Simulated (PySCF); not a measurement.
# C$_{4}$H$_{9}$S, doublet, SMILES `CC[C](C)S`: electronic structure

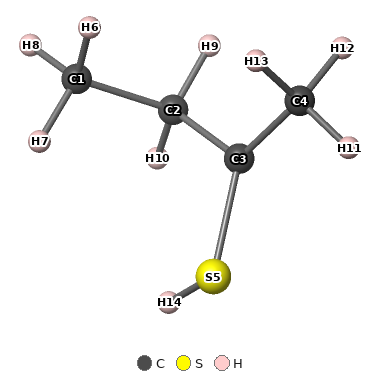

The molecule, with its atoms numbered as below. No frequency check shows the geometry to be a minimum.

Cartesian coordinates (Å):

```
C1      -1.9742   -0.5736    0.5194
C2      -1.1637   -0.0996   -0.6981
C3       0.1859    0.4118   -0.3340
C4       0.3565    1.7985    0.1716
S5       1.4200   -0.7291    0.1191
H6      -2.1361    0.2505    1.2097
H7      -1.4402   -1.3631    1.0439
H8      -2.9412   -0.9567    0.2023
H9      -1.7150    0.7001   -1.1993
H10     -1.0695   -0.9366   -1.3986
H11      1.4125    2.0337    0.2892
H12     -0.0886    2.5085   -0.5268
H13     -0.1301    1.9470    1.1428
H14      0.9605   -1.7403   -0.6234
```

Part 1: Bonding charge

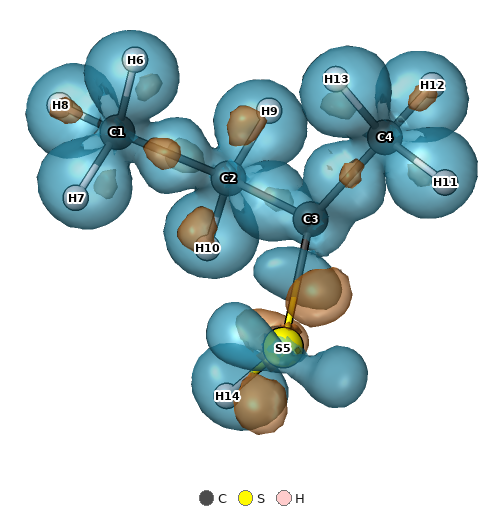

Deformation density (molecule less spherical, spin-averaged free atoms at the same positions), surfaces at ±0.09 e/Å³; light blue: gain, orange: loss.

Method: r2SCAN/cc-pVDZ; geometry: GFN2-xTB; program: PySCF. The stability of the open-shell solution wasn't checked. GFN2-xTB doesn't know the spin state, so this open-shell geometry is rough.

How much density has each bond gained at its critical point, relative to the free atoms?

Answer. The five largest and four smallest: C1–H7: +0.64 e/Å³ at the bond critical point (bond length 1.09 Å, Mayer order 1.0). C4–H11: +0.64 e/Å³ at the bond critical point (bond length 1.09 Å, Mayer order 1.0). C1–H6: +0.64 e/Å³ at the bond critical point (bond length 1.09 Å, Mayer order 1.0). C2–H9: +0.64 e/Å³ at the bond critical point (bond length 1.09 Å, Mayer order 0.9). C1–H8: +0.63 e/Å³ at the bond critical point (bond length 1.09 Å, Mayer order 1.0). C3–C4: +0.45 e/Å³ at the bond critical point (bond length 1.49 Å, Mayer order 1.1). C1–C2: +0.39 e/Å³ at the bond critical point (bond length 1.54 Å, Mayer order 1.1). C3–S5: +0.27 e/Å³ at the bond critical point (bond length 1.74 Å, Mayer order 1.2). S5–H14: +0.18 e/Å³ at the bond critical point (bond length 1.34 Å, Mayer order 1.0). In all, 2.8 electrons gather in the regions of gain relative to the promolecule.

Where do the Hirshfeld charges lie?

Answer. The highest Hirshfeld charge is on H14 (+0.05 e), the lowest on C4 (−0.11 e).

```json
{"atom": "C1", "charge (e)": "−0.11"}
{"atom": "C2", "charge (e)": "−0.06"}
{"atom": "C3", "charge (e)": "−0.01"}
{"atom": "C4", "charge (e)": "−0.11"}
{"atom": "S5", "charge (e)": "−0.04"}
{"atom": "H6", "charge (e)": "+0.03"}
{"atom": "H7", "charge (e)": "+0.03"}
{"atom": "H8", "charge (e)": "+0.04"}
{"atom": "H9", "charge (e)": "+0.04"}
{"atom": "H10", "charge (e)": "+0.03"}
{"atom": "H11", "charge (e)": "+0.04"}
{"atom": "H12", "charge (e)": "+0.04"}
{"atom": "H13", "charge (e)": "+0.04"}
{"atom": "H14", "charge (e)": "+0.05"}
```

Part 2: Local ionisation energy

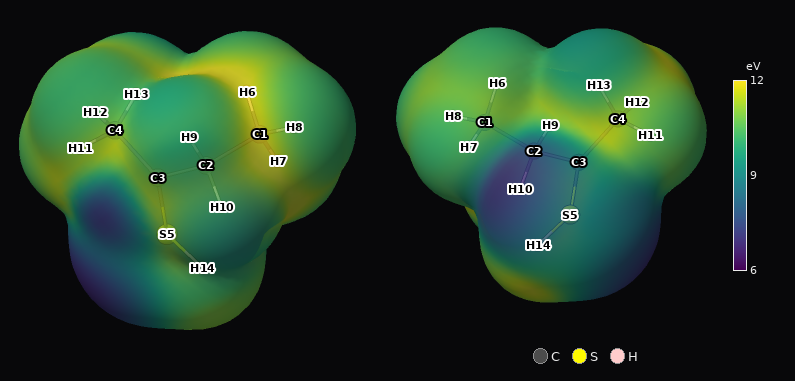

Average local ionisation energy on the surface of electron density 0.001 a.u. (back view left, front view right).

Where are the most loosely bound electrons on this surface?

Answer. The lowest value is 6.8 eV, 2.3 Å from S5. Further minima include 6.8 eV, near S5 (2.26 Å) and H7 (2.33 Å); 7.0 eV, 2.0 Å from C3; 9.4 eV, 1.4 Å from H13. For comparison, the highest occupied orbital lies at −3.7 eV.

Part 3: Spin density

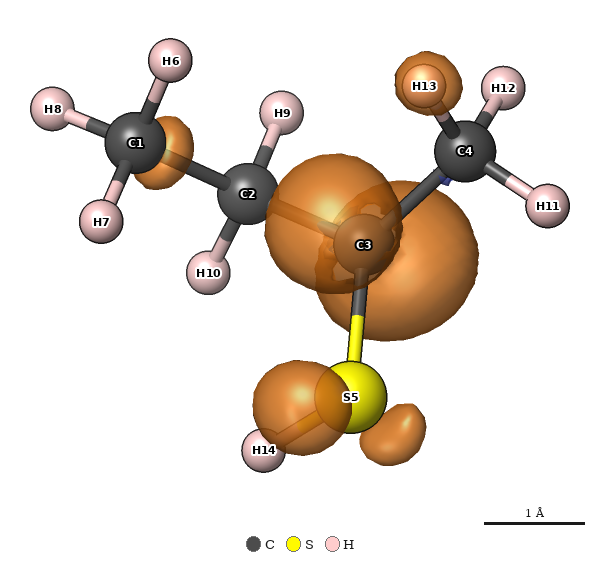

Spin density ρα − ρβ at ±0.05 e/Å³ (orange: excess α, blue: excess β).

Where is the unpaired spin?

Answer. Hirshfeld spin populations: C3 +0.60, S5 +0.18, H13 +0.04 and C1 +0.04. ⟨S²⟩ = 0.76, against 0.75 for a pure state.

Part 4: In an electric field

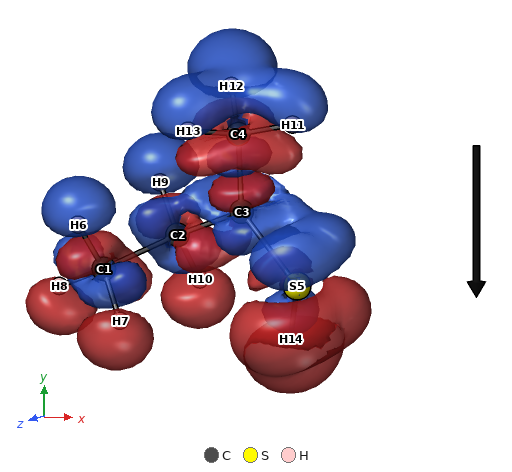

Change of the electron density in a uniform field of 0.10 V/Å along −y (arrow), surfaces at ±0.0008 e/Å³ (blue: gain, red: loss).

PySCF calculation, CAM-B3LYP/def2-SVPD, gas phase; geometry: GFN2-xTB. The stability of the open-shell solution wasn't checked. GFN2-xTB doesn't know the spin state, so this open-shell geometry is rough.

How large is the response?

Answer. The induced dipole is 0.38 D (along the field); α along this axis, from the fields in both directions, is 74 bohr³ (11.0 Å³).

Which atoms gain and lose the most charge?

Answer. Electrons gather most on H12 (Hirshfeld charge changes by −0.004 e) and leave H14 most (+0.005 e); 0.034 electrons are displaced in all.

Part 5: Removing or adding an electron

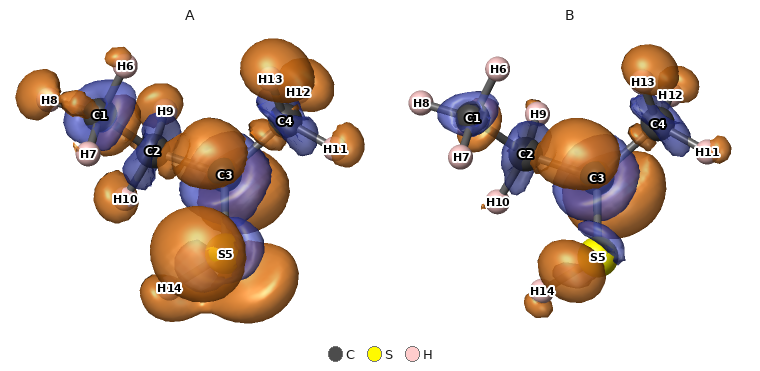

The two Fukui functions at ±0.02 e/Å³ (orange positive, blue negative).

Level of theory: BP86/6-311+G** (PySCF), at a geometry from GFN2-xTB. GFN2-xTB doesn't know the spin state, so this open-shell geometry is rough.

Which panel is f⁻ (electron removed) and which f⁺ (electron added)?

Answer. A is f⁻, B is f⁺. f⁻ (Hirshfeld-condensed) is largest on S5 (0.30) and C3 (0.18); the vertical ionisation energy is 6.61 eV (to the singlet cation, which needn't be its lowest state). f⁺ (Hirshfeld-condensed) is largest on S5 (0.22) and C3 (0.16); the vertical electron affinity is −0.28 eV (to the singlet anion, which needn't be its lowest state; negative: at this level and geometry the extra electron isn't bound, and the finite basis holds it).
